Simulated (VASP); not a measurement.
# What spin-orbit coupling changes in NbAl3, part 4 of 4

Aim: run bands, DOS and a relaxation of NbAl3 twice, without and with spin-orbit coupling. All runs use PBEsol. Left out of this account: 1 further run (self-consistent run: a reference on another mesh). The start is a computed cell from the Materials Project.

VASP 6.6.1, plane waves and PAW; the level of theory is named at each step.

So far. Step 5 (Total and projected DOS (PBEsol + SOC)): The DOS at the Fermi level goes from 0.212 to 0.207 states/eV/cell, a number that is sensitive to the mesh. The run took 3.1 times the core time, with 34 spinor bands against 25. Of the states within 0.3 eV of the Fermi level, the largest shares in the PAW spheres are Nb d 53 %. The rest lies in smaller channels or between the spheres. Step 6 (Relaxing cell and atoms (PBEsol)): It ends with forces that vanish by symmetry and a pressure of 0.01 GPa.

## (7) Full relaxation (PBEsol + SOC)

This step: PBEsol, spin-orbit coupling; plane waves and PAW (Al, Nb_sv) (VASP 6.6.1).

The same relaxation with spinors and spin-orbit coupling.

INCAR reads:

```
SYSTEM = NbAl3
PREC = Accurate
ENCUT = 400
EDIFF = 1E-06
NELM = 100
ISMEAR = -1
SIGMA = 0.05
LREAL = .FALSE.
ALGO = Normal
GGA = PS
LNONCOLLINEAR = .TRUE.
MAGMOM = 0 0 0 0 0 0 0 0 0 0 0 0
NBANDS = 34
GGA_COMPAT = .FALSE.
LASPH = .TRUE.
LSORBIT = .TRUE.
LMAXMIX = 4
LORBIT = 11
LWAVE = .FALSE.
LCHARG = .FALSE.
KPAR = 4
IBRION = 2
NSW = 60
ISIF = 3
EDIFFG = -0.01
```

POSCAR reads:

```
NbAl3
1.0
    0.0000000000     -3.8339658454      0.0000000000
   -3.8339658454      0.0000000000      0.0000000000
    1.9169829227     -1.9169829227     -4.2924503537
Al Nb
3 1
Direct
    0.5000000000      0.5000000000      0.0000000000
    0.7500000000      0.7500000000      0.5000000000
    0.2500000000      0.2500000000      0.5000000000
    0.0000000000      0.0000000000      0.0000000000
```

KPOINTS reads:

```
Automatic mesh
0
Gamma
8 8 8
0 0 0
```

PAW data sets: Al and Nb_sv (PBE family, release 64).

Run with:

```bash
mpirun -np 4 vasp_ncl
```

Output:

```text
[... set-up lines as in an earlier step ...]
 entering main loop
       N       E                     dE             d eps       ncg     rms          rms(c)
[... 12 cycles as in an earlier step ...]
   1 F= -.25010000E+02 E0= -.25008356E+02  d E =-.250100E+02  mag=    -0.0000    -0.0000    -0.0000
 curvature:   0.00 expect dE= 0.000E+00 dE for cont linesearch  0.000E+00
 trial: gam= 0.00000 g(F)=  0.368E-47 g(S)=  0.727E-02 ort = 0.000E+00 (trialstep = 0.100E+01)
 search vector abs. value=  0.727E-02
 bond charge predicted
       N       E                     dE             d eps       ncg     rms          rms(c)
DAV:   1    -0.250543193822E+02   -0.44320E-01   -0.11384E+00  5364   0.127E+01    0.158E+00
DAV:   2    -0.250169441991E+02    0.37375E-01   -0.23422E-01  5742   0.470E+00    0.529E-01
DAV:   3    -0.250108920904E+02    0.60521E-02   -0.13632E-02  5498   0.812E-01    0.272E-01
DAV:   4    -0.250098805079E+02    0.10116E-02   -0.11096E-02  7374   0.717E-01    0.184E-01
DAV:   5    -0.250100673724E+02   -0.18686E-03   -0.40441E-04  5346   0.168E-01    0.120E-01
DAV:   6    -0.250103727718E+02   -0.30540E-03   -0.29648E-04  7358   0.118E-01    0.331E-02
DAV:   7    -0.250103949884E+02   -0.22217E-04   -0.95264E-05  7284   0.584E-02    0.425E-03
DAV:   8    -0.250103957583E+02   -0.76987E-06   -0.79755E-06  5490   0.161E-02
   2 F= -.25010396E+02 E0= -.25008822E+02  d E =-.395684E-03  mag=    -0.0000    -0.0000    -0.0000
 trial-energy change:   -0.000396  1 .order   -0.000392   -0.007271    0.006486
 step:   0.5285(harm=  0.5285)  dis= 0.00000  next Energy=   -25.011922 (dE=-0.192E-02)
 bond charge predicted
       N       E                     dE             d eps       ncg     rms          rms(c)
DAV:   1    -0.250217815167E+02   -0.11387E-01   -0.25280E-01  5342   0.601E+00    0.744E-01
DAV:   2    -0.250136139670E+02    0.81675E-02   -0.56015E-02  5756   0.229E+00    0.257E-01
DAV:   3    -0.250121048055E+02    0.15092E-02   -0.33519E-03  5476   0.394E-01    0.136E-01
DAV:   4    -0.250118396296E+02    0.26518E-03   -0.24371E-03  7318   0.310E-01    0.720E-02
DAV:   5    -0.250118851339E+02   -0.45504E-04   -0.10546E-04  5456   0.804E-02    0.472E-02
DAV:   6    -0.250119372117E+02   -0.52078E-04   -0.88841E-05  7414   0.574E-02    0.156E-02
DAV:   7    -0.250119390604E+02   -0.18487E-05   -0.14981E-05  6998   0.257E-02    0.186E-03
DAV:   8    -0.250119392136E+02   -0.15319E-06   -0.23626E-06  4862   0.910E-03
   3 F= -.25011939E+02 E0= -.25010333E+02  d E =-.193914E-02  mag=     0.0000     0.0000     0.0000
 curvature:  -0.26 expect dE=-0.381E-06 dE for cont linesearch -0.145E-08
 trial: gam= 0.00107 g(F)=  0.359E-47 g(S)=  0.144E-05 ort =-0.631E-05 (trialstep = 0.906E+00)
 search vector abs. value=  0.144E-05
 reached required accuracy - stopping structural energy minimisation
```

It took 92 s on 4 MPI ranks of AMD EPYC 9R45, shared host; peak memory 1.4 GiB; 6.1 min of CPU time.

OUTCAR, selected parts (step 7):

```text
   NELECT =      22.0000    total number of electrons

 E-fermi :   9.6037

 k-point     1 :       0.0000    0.0000    0.0000
  band No.  band energies     occupation
    ...
     16       6.8445      1.00000
     17       7.4659      1.00000
     18       7.4659      1.00000
     19       7.4779      1.00000
     20       7.4779      1.00000
     21       9.6336      0.35511
     22       9.6336      0.35511
     23      11.1559      0.00000
     24      11.1559      0.00000
     25      11.2804      0.00000
    ...

  Total       -0.0033319     -0.0033319      0.0098678      0.0000000      0.0000000     -0.0000000
  in kB       -0.0853315     -0.0853315      0.2527170      0.0000000      0.0000000     -0.0000000
  external PRESSURE =       0.0273514 kB  Pullay stress =       0.0000000 kB

 POSITION                                       TOTAL-FORCE (eV/Angst)
 -----------------------------------------------------------------------------------
      0.00000     -3.82224     -4.28213         0.000000     -0.000000      0.000000
     -1.91112     -3.82224     -2.14107         0.000000      0.000000      0.000000
      0.00000     -1.91112     -2.14107        -0.000000      0.000000      0.000000
      1.91112     -1.91112     -4.28213         0.000000     -0.000000      0.000000
 -----------------------------------------------------------------------------------
    total drift:                                0.000000     -0.000000     -0.000000

  FREE ENERGIE OF THE ION-ELECTRON SYSTEM (eV)
  ---------------------------------------------------
  free  energy   TOTEN  =       -25.0119392136 eV

  energy  without entropy=      -25.0087267958  energy(sigma->0) =      -25.01033300

 Spin-Orbit-Coupling matrix elements
 Ion:    1  E_soc:     -0.0001900
 Ion:    2  E_soc:     -0.0002421
 Ion:    3  E_soc:     -0.0002421
 Ion:    4  E_soc:     -0.1731003

 magnetization (y)
# of ion       s       p       d       tot
------------------------------------------
    1        0.000  -0.000   0.000  -0.000
    2        0.000   0.000   0.000   0.000
    3        0.000   0.000   0.000   0.000
    4        0.000   0.000  -0.000  -0.000
--------------------------------------------------
tot          0.000  -0.000  -0.000   0.000

 magnetization (z)
# of ion       s       p       d       tot
------------------------------------------
    1        0.000   0.000   0.000   0.000
    2        0.000   0.000   0.000   0.000
    3        0.000   0.000   0.000   0.000
    4       -0.000   0.000  -0.000  -0.000
--------------------------------------------------
tot          0.000   0.000  -0.000  -0.000

[... 9 parts as in an earlier step ...]

[... 10 further parts left out ...]
```

CONTCAR:

```
NbAl3
   1.00000000000000
     0.0000000000000000   -3.8222367336150813    0.0000000000000000
    -3.8222367336150813    0.0000000000000000    0.0000000000000000
     1.9111183668075407   -1.9111183668075407   -4.2821321760934827
  Al              Nb
     3     1
Direct
     0.5000000000000000    0.5000000000000000    1.0000000000000000
     0.7500000000000000    0.7500000000000000    0.5000000000000000
     0.2500000000000000    0.2500000000000000    0.5000000000000000
     0.0000000000000000    0.0000000000000000    1.0000000000000000
```

Relaxation path:

```tsv
step	energy less that of the first step (eV)	largest force (eV/Å)	pressure (GPa)	volume (Å³)
1	0.0000	0.0000	-1.13	63.10
2	-0.0004	0.0000	1.03	62.08
3	-0.0019	0.0000	0.00	62.56
```

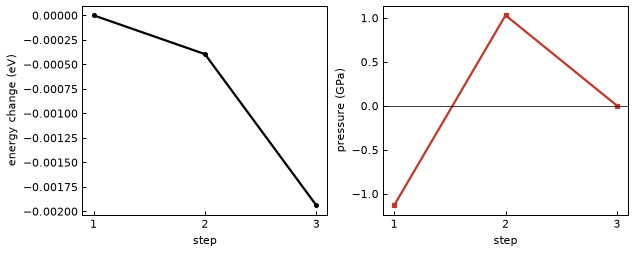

Energy and pressure along the relaxation.

```tsv
conventional cell, symmetrised	before	after	change
a (Å)	3.834	3.822	-0.3 %
b (Å)	3.834	3.822	-0.3 %
c (Å)	8.585	8.564	-0.2 %
volume (Å³/atom)	15.77	15.64	-0.8 %
```

The relaxed structure:

```xyz
4
Lattice="0.0000 -3.8222 0.0000 -3.8222 0.0000 0.0000 1.9111 -1.9111 -4.2821" Properties=species:S:1:pos:R:3 pbc="T T T"
Al   -1.9111   -1.9111    0.0000
Al   -1.9111   -3.8222   -2.1411
Al    0.0000   -1.9111   -2.1411
Nb    0.0000    0.0000    0.0000
```

Numbers from this step:

| Item | Value |
| --- | --- |
| bands | 34 |
| free energy (TOTEN) | -25.01 eV |
| energy at zero smearing | -25.01 eV |
| Fermi energy | 9.604 eV |
| pressure | 0.002735 GPa |
| SCF cycles over all ionic steps | 29 |

On-site spin-orbit energy by atom:

```tsv
atom	on-site spin-orbit energy (eV)
Al1	0.000
Al2	0.000
Al3	0.000
Nb4	-0.173
```

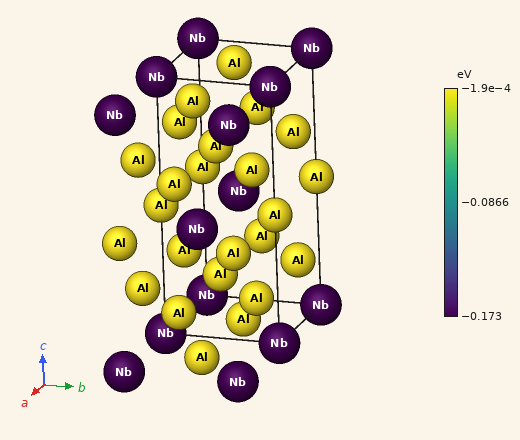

Atoms coloured by on-site spin-orbit energy. 2×1×1 conventional cells are drawn. Some periodic images of atoms are drawn too.

The cell ends at 15.64 Å³/atom, under 0.05 % from the run without the coupling. The run took 4.4 times the core time, with 34 spinor bands against 17.

## (8) Side by side

```
                               quantity  without  with spin-orbit coupling
                               gap (eV)     none                      none
                    core minutes, bands        2                       7.1
DOS at the Fermi level (states/eV/cell)    0.212                     0.207
                      core minutes, DOS     0.85                       2.7
               relaxed volume (Å³/atom)    15.64                     15.64
               core minutes, relaxation      1.4                       6.1
```

## (9) Results

| Quantity | Value |
| --- | --- |
| gap (eV), without → with | none → none |
| DOS at the Fermi level (states/eV/cell), without → with | 0.212 → 0.207 |
| relaxed volume (Å³/atom), without → with | 15.64 → 15.64 |

What this shows: NbAl3 has no gap with or without spin-orbit coupling. The relaxed volume moves by under 0.05 %. The spinor runs cost 3.1 to 4.4 times as much, on a shared host.

[Lines on the potential files, build, host, timing and source positions are cut from VASP's logs without a mark.]

[Logs are printed without paths, hosts, clocks, repeated set-up lines and the standing remarks that a program may print on its own settings, such as how far it seeks lower states.]

[Hosts, paths, dates, database ids (printed as entryN), source tags and the programs' standing remarks are cut or masked in the printed files.]

[A measured line is paired with the nearest computed mode of its activity, which favours agreement.]
